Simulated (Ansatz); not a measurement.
**CH$_{2}$BSi (doublet): density, localisation and related maps**

Input

```
crystal:
  periodic: [false, false, false]
  atoms:
    - { symbol: B, position_ang: [-0.99378, -1.10627, 0.12223] }
    - { symbol: C, position_ang: [-0.19678, -0.01779, -0.00669] }
    - { symbol: Si, position_ang: [0.67236, 1.48299, -0.24296] }
    - { symbol: H, position_ang: [-1.60368, -2.07112, 0.24934] }
    - { symbol: H, position_ang: [2.12189, 1.71218, -0.12192] }
magnetization:
  spin_polarized: true
  initial_magnetization: 1
basis:
  gaussian: { orbitals: def2-SVP }
hamiltonian:
  xc: pbe0
relax:
  f_tol: 0.02
  max_steps: 50
output:
  orbitals: {}
```

Command:

```sh
ansatz run input.yaml --threads 1 --pin off --max-ram 2048MiB --backend cpu --events-out ev --progress --plain --runs-dir out
```

The fields are those of the relaxed geometry.

Level of theory: UKS PBE0/def2-SVP in Ansatz.

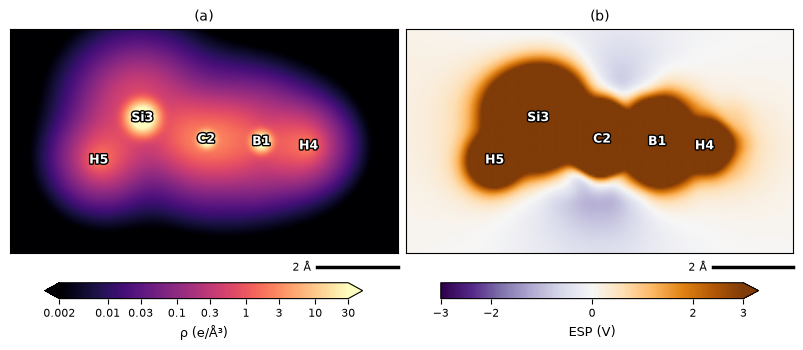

Figure 1. (a) electron density; (b) molecular electrostatic potential on the molecular plane.

Question: Describe what can be read from this map.

Answer:
- The plane passes through B, C, Si and H nuclei.
- C–B (1.37 Å): ρ is about 1.8 e/Å³ halfway.
- C–Si (1.70 Å): the density is about 1.1 e/Å³ at the midpoint.
- B–H (1.19 Å): ρ is about 1.2 e/Å³ halfway.
- Si–H (1.52 Å): ρ is about 0.73 e/Å³ halfway.
- Outside the dense part of the molecule the potential is most negative (−1.1 V) near C2.

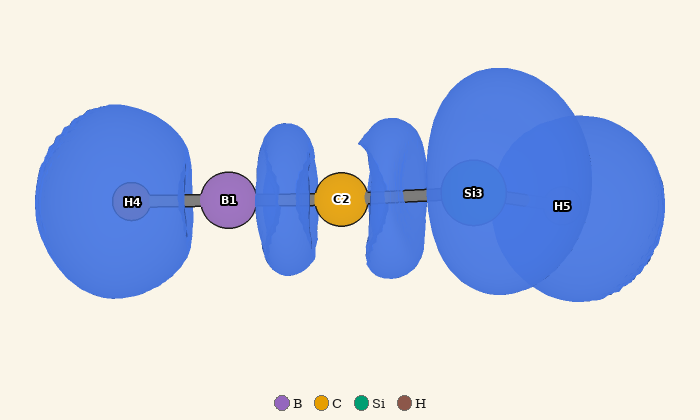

Figure 2. Isosurface of the ELF at 0.8 (blue), seen from one side. Core shells and regions of very low density are left out.

Question: Where are the electrons localised?

Answer: The surface consists of one region between bonded B–C atoms (shared pairs), one region between bonded C–Si atoms (shared pairs), two regions around hydrogen nuclei and one lobe on Si, pointing away from the bonds (non-bonding electrons). Profiles from the grid: C–B (1.37 Å): the ELF peaks at about 0.90 between the atoms; localised, covalent bonding. C–Si (1.70 Å): the ELF peaks at about 0.90 between the atoms: localised, covalent bonding.

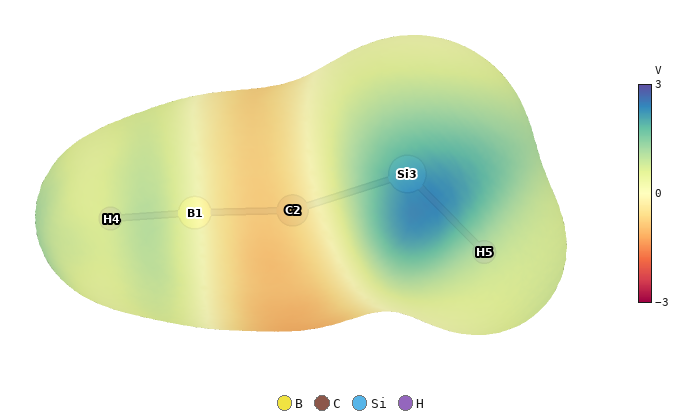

Figure 3. The electrostatic potential painted on the density surface at 0.004 e/bohr³, seen at a tilt; red is negative and blue positive.

Question: Describe the electrostatic potential map.

Answer: The most negative region (about −1.1 V) lies over C2, the most positive (about +2.4 V) over Si3.
